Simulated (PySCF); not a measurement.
# [BiCl3]2+: structure and properties

Aim: find the relaxed shape of [BiCl3]2+, test it by its vibrations, and read charges and levels. It is a constructed species; whether it can be made isn't addressed.

Computed with PySCF 2.14.0. Level: BP86, Bi def2-SVP with ECP60, Cl def2-SVP; scalar-relativistic core potentials, no spin–orbit coupling.

2 further runs of the same task are left out: 2 for a known fault of the program.

## 1. The system as given

4 atoms, charge 2, spin multiplicity 1.

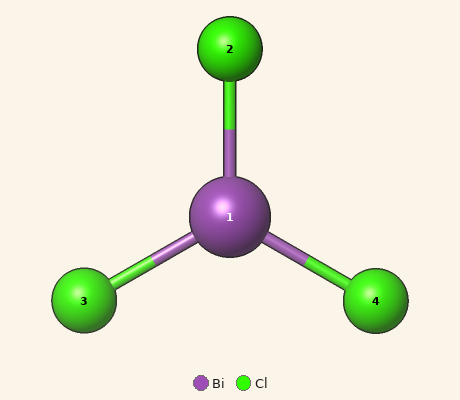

The starting geometry (bismuth purple, chlorine green); atoms are numbered from 1 in the order of the file.

Geometry (Å):

```
Bi    0.0000    0.0000    0.0000
Cl    2.4738    0.0000    0.0000
Cl   -1.2369    2.1424    0.0000
Cl   -1.2369   -2.1424    0.0000
```

Formal oxidation states: Bi +5.

## 2. SCF at the start, singlet

Input file run.py (the lines that set the calculation):

```python
mol = gto.M(atom='''
Bi     0.00000     0.00000     0.00000
Cl     2.47380     0.00000     0.00000
Cl    -1.23690     2.14240     0.00000
Cl    -1.23690    -2.14240     0.00000''',
    basis={'Bi': 'def2-SVP', 'Cl': 'def2-SVP'},
    ecp={'Bi': 'def2-SVP'},
    charge=2, spin=0)
mf = dft.RKS(mol, xc='B88,P86')
mf.grids.atom_grid = (50, 194)
mf = mf.density_fit()  # fitting sets: Bi def2-universal-JKFIT, Cl def2-universal-JKFIT
mf.conv_tol = 1e-08; mf.max_cycle = 55
mf.kernel(dm0)  # dm0: free metal ions and neutral atoms
```

The run is started by

```bash
$ OMP_NUM_THREADS=2 python run.py
```

The log of the run:

```text
init E= -1579.94342230148
  HOMO = -0.815044118563355  LUMO = -0.767545925793789  gap/eV = 1.29249
cycle= 1 E= -1593.93774958052  delta_E=  -14  |g|= 1.09  |ddm|= 2.74
  HOMO = -0.59977416341497  LUMO = -0.591193616046763  gap/eV = 0.23349
cycle= 2 E= -1592.51948617458  delta_E= 1.42  |g|= 2.11  |ddm|= 4.97
  HOMO = -0.690870613073854  LUMO = -0.650811670748558  gap/eV = 1.09006
cycle= 3 E= -1594.13204452306  delta_E= -1.61  |g|= 0.526  |ddm|= 4.62
  HOMO = -0.710251797940911  LUMO = -0.688670556688343  gap/eV = 0.58726
cycle= 4 E= -1594.22955451776  delta_E= -0.0975  |g|= 0.158  |ddm|= 1.01
  HOMO = -0.704219346970217  LUMO = -0.691400863037621  gap/eV = 0.34881
cycle= 5 E= -1594.23593352265  delta_E= -0.00638  |g|= 0.0557  |ddm|= 0.183
  HOMO = -0.702449697498964  LUMO = -0.690649018128737  gap/eV = 0.32111
cycle= 6 E= -1594.23289328142  delta_E= 0.00304  |g|= 0.099  |ddm|= 0.251
  HOMO = -0.705144455679968  LUMO = -0.690676518803131  gap/eV = 0.39369
cycle= 7 E= -1594.23713311893  delta_E= -0.00424  |g|= 0.00787  |ddm|= 0.184
  HOMO = -0.705463952468281  LUMO = -0.69062399194593  gap/eV = 0.40382
cycle= 8 E= -1594.23715610052  delta_E= -2.3e-05  |g|= 0.000583  |ddm|= 0.011
  HOMO = -0.705436070053243  LUMO = -0.690590700528686  gap/eV = 0.40396
cycle= 9 E= -1594.23715614863  delta_E= -4.81e-08  |g|= 0.000397  |ddm|= 0.00297
  HOMO = -0.705441731336188  LUMO = -0.690595828270597  gap/eV = 0.40398
cycle= 10 E= -1594.23715622093  delta_E= -7.23e-08  |g|= 9.83e-05  |ddm|= 0.00135
  HOMO = -0.705444214652685  LUMO = -0.690597690099373  gap/eV = 0.40399
cycle= 11 E= -1594.237156225  delta_E= -4.08e-09  |g|= 1.18e-05  |ddm|= 0.000204
  HOMO = -0.705444353017055  LUMO = -0.690597540190738  gap/eV = 0.40400
Extra cycle  E= -1594.23715622292  delta_E= 2.08e-09  |g|= 6.89e-05  |ddm|= 0.000183
converged SCF energy = -1594.23715622292
```

Run time: 2 s. Hardware: 2 threads of Arm Neoverse V1, shared host; peak memory 0.32 GiB.

It gives: E = -1594.237156 Eh, HOMO -19.20 eV, LUMO -18.79 eV, Mulliken charge on Bi1 +1.28 e. The gap is small, and the closed shell wasn't tested for a lower spin-broken solution.

## 3. Relaxation, singlet

Steps are kept in the start's point group, D3h.

Input file run.py (the lines that set the calculation):

```python
mol = gto.M(atom='''
Bi     0.00000     0.00000     0.00000
Cl     2.47382    -0.00001     0.00000
Cl    -1.23690     2.14239     0.00000
Cl    -1.23692    -2.14238     0.00000''',
    basis={'Bi': 'def2-SVP', 'Cl': 'def2-SVP'},
    ecp={'Bi': 'def2-SVP'},
    charge=2, spin=0)
mf = dft.RKS(mol, xc='B88,P86')
mf.grids.atom_grid = (50, 194)
mf = mf.density_fit()  # fitting sets: Bi def2-universal-JKFIT, Cl def2-universal-JKFIT
mf.conv_tol = 1e-08; mf.max_cycle = 55
mf.kernel(dm0)  # dm0: an SCF of this state at this start
# quasi-Newton relaxation in Cartesian coordinates to a largest gradient under 0.00045 Eh/bohr, steps kept in the point group
```

The run is started by

```bash
$ OMP_NUM_THREADS=2 python run.py
```

No log is kept here; the results follow.

It took 7 s on 2 threads of Arm Neoverse V1, shared host.

Step by step:

```
step  energy from step 1 (eV)  largest force component (eV/Å)
   1                   0.0000                          0.8145
   2                  -0.0876                          0.3304
   3                  -0.1016                          0.0707
   4                  -0.1021                          0.0048
```

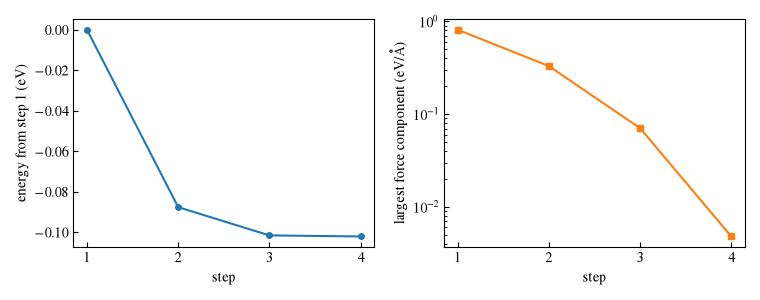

Energy and force, step by step.

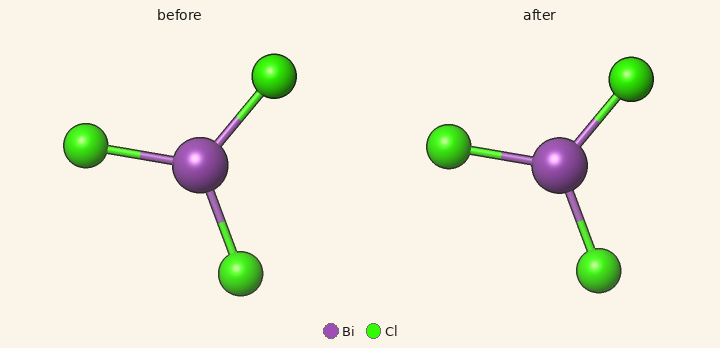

The geometry before (left) and after (right).

Close pairs (by a distance rule), those that changed most:

```
   bond  before (Å)  after (Å)  change (Å)
Bi1–Cl3       2.474      2.396      -0.078
Bi1–Cl4       2.474      2.396      -0.078
Bi1–Cl2       2.474      2.396      -0.078
```

It ends in D3h at E = -1594.240908 Eh.

```
Bi    0.0000    0.0000    0.0000
Cl    2.3961    0.0000    0.0000
Cl   -1.1980    2.0751    0.0000
Cl   -1.1980   -2.0750    0.0000
```

## 4. Frequencies and infrared intensities

Input file run.py (the lines that set the calculation):

```python
mol = gto.M(atom='''
Bi     0.00000     0.00000     0.00000
Cl     2.39606    -0.00001     0.00000
Cl    -1.19802     2.07505     0.00000
Cl    -1.19804    -2.07504     0.00000''',
    basis={'Bi': 'def2-SVP', 'Cl': 'def2-SVP'},
    ecp={'Bi': 'def2-SVP'},
    charge=2, spin=0)
mf = dft.RKS(mol, xc='B88,P86')
mf.grids.atom_grid = (50, 194)
mf = mf.density_fit()  # fitting sets: Bi def2-universal-JKFIT, Cl def2-universal-JKFIT
mf.conv_tol = 1e-10; mf.max_cycle = 55
mf.kernel(dm0)  # dm0: the density of the relaxed state
# Hessian and dipole derivatives by central differences of gradients, 0.02 bohr
```

The run is started by

```bash
$ OMP_NUM_THREADS=2 python run.py
```

The driver keeps no SCF log for this step, only its results.

Wall time 36 s (2 threads of Arm Neoverse V1, shared host).

Point group D3h; negative numbers are unstable modes, and those under 60 cm⁻¹ are near the numerical noise:

```
cm⁻¹  km/mol
  47     0.1
  75     0.6
  78     0.6
 312     0.0
 351     1.5
 352     1.5
```

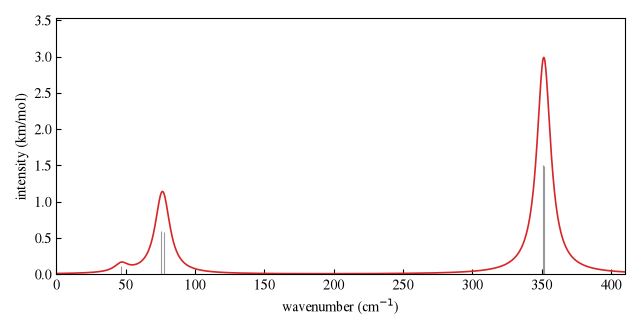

The infrared spectrum from the harmonic lines. Lines are broadened to a width of 12 cm⁻¹ (Lorentzian).

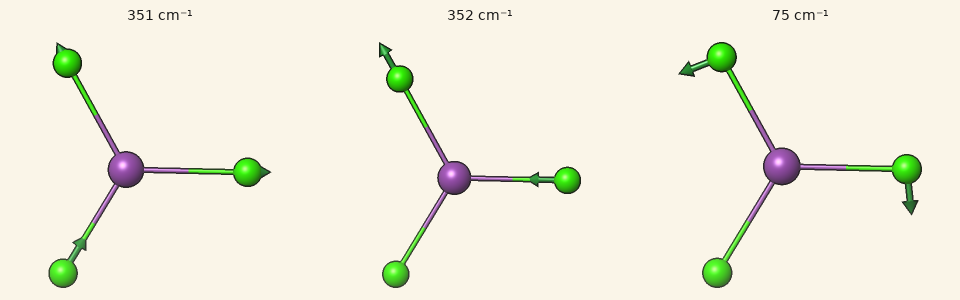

Displacements of 3 modes, as arrows.

## 5. Charges, bond orders and levels

run.py (the lines that set the calculation): that of step 4 with these lines changed.

```diff
@@ -9,6 +9,5 @@
 mf = dft.RKS(mol, xc='B88,P86')
-mf.grids.atom_grid = (50, 194)
+mf.grids.atom_grid = (75, 302)
 mf = mf.density_fit()  # fitting sets: Bi def2-universal-JKFIT, Cl def2-universal-JKFIT
-mf.conv_tol = 1e-10; mf.max_cycle = 55
+mf.conv_tol = 1e-09; mf.max_cycle = 55
 mf.kernel(dm0)  # dm0: the density of the relaxed state
-# Hessian and dipole derivatives by central differences of gradients, 0.02 bohr
```

The run is started by

```bash
$ OMP_NUM_THREADS=2 python run.py
```

The log of the run:

```text
init E= -1594.24116379401
  HOMO = -0.713308383471801  LUMO = -0.683424237293857  gap/eV = 0.81319
cycle= 1 E= -1594.24116206599  delta_E= 1.73e-06  |g|= 0.00194  |ddm|= 0.00418
  HOMO = -0.713230843328654  LUMO = -0.683380298533514  gap/eV = 0.81227
cycle= 2 E= -1594.24112729751  delta_E= 3.48e-05  |g|= 0.00934  |ddm|= 0.019
  HOMO = -0.713271011452005  LUMO = -0.68338847527091  gap/eV = 0.81315
cycle= 3 E= -1594.24116391919  delta_E= -3.66e-05  |g|= 0.000197  |ddm|= 0.0155
  HOMO = -0.713286021740093  LUMO = -0.683399151790477  gap/eV = 0.81326
cycle= 4 E= -1594.24116367379  delta_E= 2.45e-07  |g|= 9.5e-05  |ddm|= 0.000352
  HOMO = -0.713285920561356  LUMO = -0.68340066930456  gap/eV = 0.81322
cycle= 5 E= -1594.24116367707  delta_E= -3.28e-09  |g|= 1.25e-05  |ddm|= 0.000134
  HOMO = -0.713285931795608  LUMO = -0.683400885077376  gap/eV = 0.81321
cycle= 6 E= -1594.24116367715  delta_E= -7.59e-11  |g|= 1.05e-06  |ddm|= 2.3e-05
  HOMO = -0.713285867374774  LUMO = -0.683400852545149  gap/eV = 0.81321
Extra cycle  E= -1594.24116367714  delta_E= 5.68e-12  |g|= 3.78e-06  |ddm|= 7.07e-06
converged SCF energy = -1594.24116367714
```

Run time: 5.1 s. Hardware: 2 threads of Arm Neoverse V1, shared host.

Read off: E = -1594.241164 Eh, HOMO -19.41 eV, LUMO -18.60 eV, Mulliken charge on Bi1 +1.27 e, largest force component 0.002 eV/Å. The gap is small, and the closed shell wasn't tested for a lower spin-broken solution.

Löwdin charges:

```
atom  value (e)
 Bi1       0.87
 Cl2       0.38
 Cl3       0.38
 Cl4       0.38
```

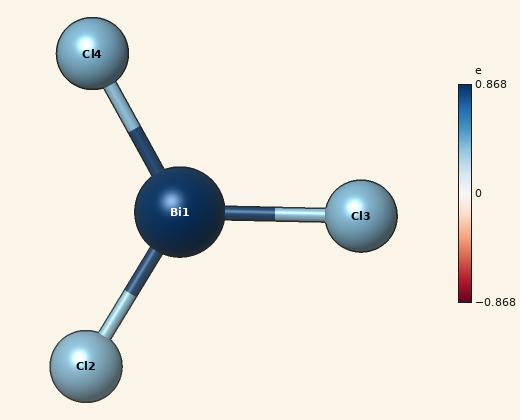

Löwdin charges, as colours on the atoms.

Mulliken charges: Bi1 +1.27, Cl2 +0.24, Cl3 +0.24, Cl4 +0.24 e.

Contacts (the nearest donor of each ligand) and Mayer bond orders:

```
     contact  distance (Å)  bond order
Bi1–Cl2 (Cl)         2.396        1.17
Bi1–Cl3 (Cl)         2.396        1.17
Bi1–Cl4 (Cl)         2.396        1.17
```

Mulliken populations of Bi1 outside the core potential: s 3.70, p 7.75, d 10.28.

Orbitals, density, ELF and potential are computed afterwards from the orbital file.

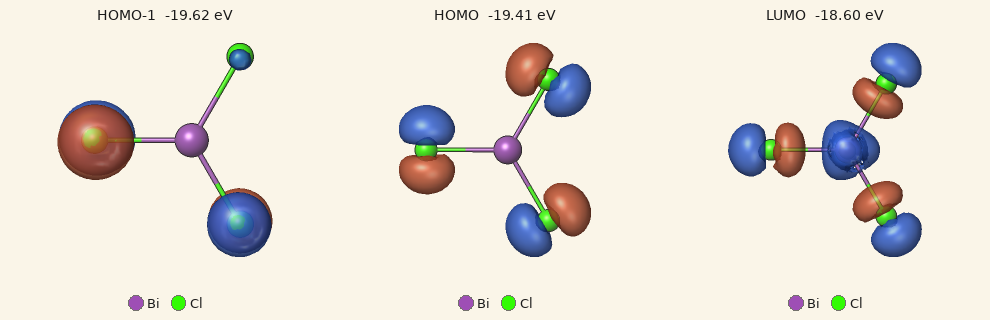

BP86 orbitals near the gap, drawn at the value that encloses 70 % of each; the two colours are the two signs.

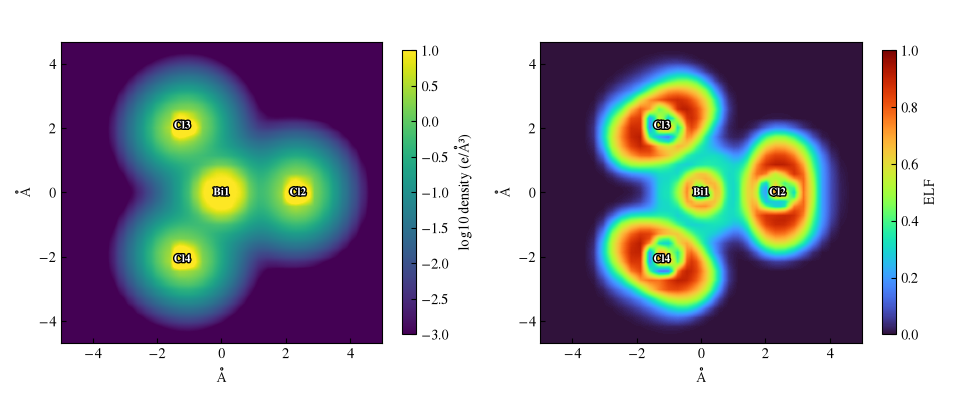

Density (left) and ELF (right) in a plane through or near 4 of the atoms.

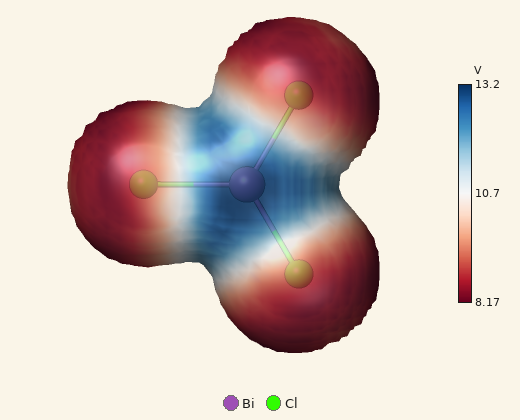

The potential that a unit positive charge feels on the 0.002 e/bohr³ surface, from 8.17 V near Cl4 to 13.23 V near Bi1.

## 6. Results

```
                                              quantity                           value
                                 state and point group                    singlet, D3h
                                                 modes   47 to 352 cm⁻¹, none unstable
strongest infrared band (modes within 1.5 cm⁻¹ summed)             351 cm⁻¹ (3 km/mol)
                                     zero-point energy                        0.075 eV
                               ideal gas, 298 K, 1 bar  S = 357.6, Cp = 78.0 J/(mol K)
                                 metal–ligand contacts                          2.40 Å
                                       frontier levels  HOMO -19.41 eV, LUMO -18.60 eV
                       dipole about the centre of mass                          0.00 D
                                   mean polarisability                         10.8 Å³
```

What this shows: All modes are real within the noise of the softest ones, so the structure is a minimum. The metal carries +0.87 e by Löwdin's partition against a formal +5, and bond orders to the nearest donors reach 1.17. Both measures hang on the basis. One start shape was tried, so another isomer may lie lower. These are double-zeta-type bases without diffuse functions. Spin–orbit coupling is left out.
